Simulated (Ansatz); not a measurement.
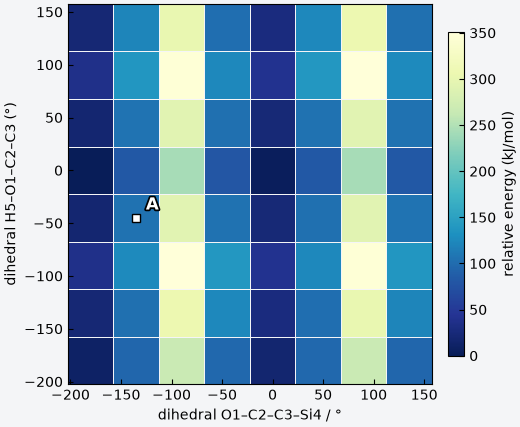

C2H6OSi, SMILES OC=C[SiH3]. 
- Coordinates scanned: (1) dihedral O1–C2–C3–Si4; (2) dihedral H5–O1–C2–C3.
- Nothing is relaxed (all other coordinates rigid).
- The grid has 8 × 8 points.
- Points are written as (first, second).
- Energies are in kJ/mol, from the lowest grid point.
- Energies and slopes of some neighbouring points disagree (a jump in structure or state, or too coarse a mesh). The dihedral twists a double bond; near 90° a spin-restricted reference is unreliable.
- The calculation used RKS r2SCAN-D4/def2-TZVP (Ansatz 0.2.0).

Drawn: one coloured cell a grid point, the point A.

### Is A at rest? If not, where is it pushed?

A, at (−135°, −45°), is not a stationary point. The computed force is 3.7 kJ/mol for each degree towards smaller values of dihedral O1–C2–C3–Si4 and 0.79 kJ/mol for each degree towards larger values of dihedral H5–O1–C2–C3.
